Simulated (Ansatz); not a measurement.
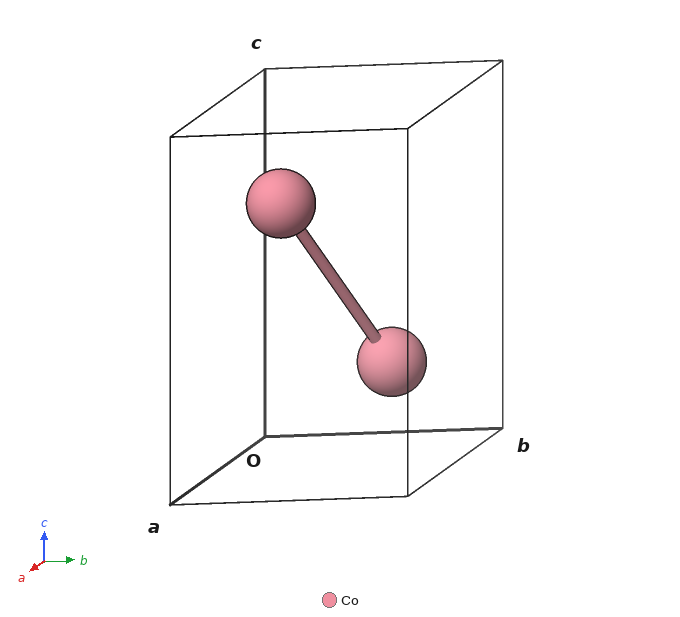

Crystal: Co, the end point of a relaxation with DFT, PBEsol, plane waves (420 eV) with PAW, scalar-relativistic (Ansatz). One unit cell is drawn above. Symmetry computed with spglib at a tolerance of 0.002 Å; standard conventional cell.

```
Co
1.0
     2.45385    0.00000    0.00000
    -1.22692    2.12509    0.00000
     0.00000    0.00000    3.96764
Co
2
Direct
  0.33333 0.66667 0.25000
  0.66667 0.33333 0.75000
```

### What is its point group?

6/mmm (D6h), order 24, hexagonal system: one sixfold axis, six twofold axes, seven mirror planes, an inversion centre.

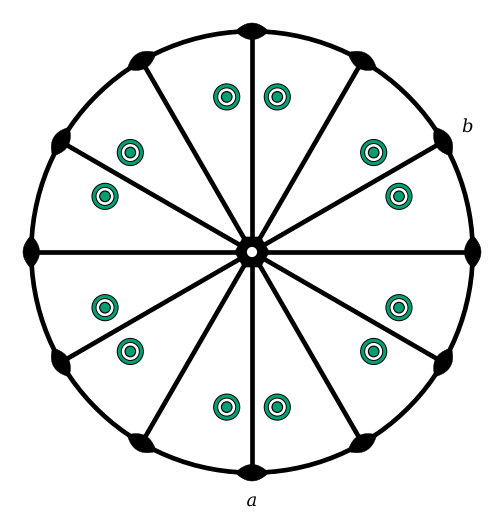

Stereographic projection: filled dots lie in the upper hemisphere, open rings in the lower; heavy lines are mirror planes (a heavy rim: a mirror in the plane of the page); lens, triangle, square and hexagon are 2-, 3-, 4- and 6-fold axes, a lens in an open square is −4, a triangle in an open hexagon −6; thin dashed diameters join the ends of axes that lie in the page; a small open circle marks inversion. The poles are one general form. The c axis points at the viewer.

### What does this class allow?

Class 6/mmm is centrosymmetric, so neither piezoelectric nor pyroelectric; it is not chiral. Its Laue class is 6/mmm.
